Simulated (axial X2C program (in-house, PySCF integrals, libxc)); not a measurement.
# BrSi⁺: bond curves with and without spin–orbit coupling

Aim: find the lowest determinant of BrSi⁺, scan the bond at several levels and fit the constants, once spin-free and once with spin–orbit coupling.

The runs use an in-house X2C program for linear molecules on PySCF integrals; all-electron X2C, Br dyall-cv3z, Si dyall-v3z.

All values are calculated.

## Step 1: The job

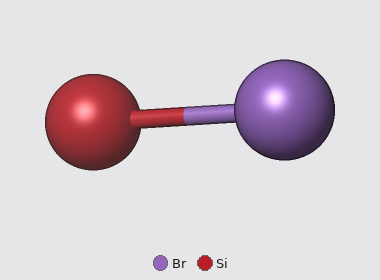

The two atoms at 2.300 Å (bromine purple, silicon red).

task.json reads:

```json
{"zs": [35, 14], "q": 1, "bas": ["dyall-cv3z", "dyall-v3z"], "levels": ["PBE0", "HF", "PBE50"], "cc": true, "r0": 2.3, "thr": -2.0, "nmax": 90, "npts": 10, "nst": 2, "ntry": 6}
```

Keys: zs atomic numbers; q charge; bas basis sets; levels methods (HF also brings MP2); cc coupled cluster on or off; r0 starting distance in Å; thr threshold in hartree for freezing inner shells (an s shell follows its p shell); nmax most natural virtual spinors; npts points asked for on the curve; nst determinants followed; ntry starts of the search.

Run with:

```bash
> python so2c.py task.json out
```

Spin-free means the one-electron spin-free X2C Hamiltonian; two-component (2c) means X2C with spin–orbit coupling and atomic mean-field two-electron Coulomb and Gaunt terms. Basis: Br dyall-cv3z contracted to [8s9p6d4f1g], Si dyall-v3z contracted to [8s7p2d1f]; Gaussian nuclei, density fitting. Masses: Br 78.918 u, Si 27.977 u.

Notation: σ, π±, δ± give the projection m of an orbital's angular momentum (0, ±1, ±2), α and β its spin, Λ and M_S the sums; ω is the projection of a spinor's total angular momentum and Ω the sum. Logs are in hartree.

After this run come: PBE0, spin-free; HF, spin-free; PBE50, spin-free; Correlated methods, spin-free; PBE0, 2c; HF, 2c; PBE50, 2c; Correlated methods, 2c.

**Question.** What will these runs give? Wanted: for each run, Hamiltonian; Re; ωe; De; μ.

**Answer**, as computed:

Lowest determinant that the search found at its distance, spin-free: M_S = 0, Λ = 0 (closed shell).

Lowest determinant that the search found at its distance, 2c: Ω = 0 (closed shell).

```
Hamiltonian    level  Re (Å)  ωe (cm⁻¹)  De (eV)  μ (D)
  spin-free     PBE0   2.111        530     4.71   4.63
  spin-free       HF   2.103        547     3.14   5.09
  spin-free      MP2   2.109        544     4.65    n/a
  spin-free     CCSD   2.110        541     4.34    n/a
  spin-free  CCSD(T)   2.117        531     4.53    n/a
  spin-free    PBE50   2.094        551     4.52   4.70
         2c     PBE0   2.113        529     4.62   4.62
         2c       HF   2.104        546     2.91   5.08
         2c      MP2   2.110        543     4.50    n/a
         2c     CCSD   2.111        540     4.18    n/a
         2c  CCSD(T)   2.118        530     4.38    n/a
         2c    PBE50   2.095        550     4.41   4.70
```

Dipoles are positive if Si is the positive end and refer to the centre of mass.

In words: At CCSD(T), going from spin-free to two-component changes Re by +1 mÅ, ωe by -0.2 %; the spin-free picture holds up (part of it comes from the scalar share of the two-electron terms). De moves by -0.16 eV; both De rest on single-determinant atoms, which can miss part of an open shell's spin–orbit lowering.

De refers to Br + Si+, each in the lowest determinant found, which need not be this curve's own limit. The state is a single determinant with fixed occupations, the lowest that a limited PBE0 search found. Closed shells are restricted here (equal orbitals for both partners), which fails at long range if the bond breaks into open shells. Dissociation energies refer to the lowest single-determinant-based atoms at the same level and basis. Coupled cluster ran in a truncated set of natural virtual spinors; the MP2 energy of the rest was added.
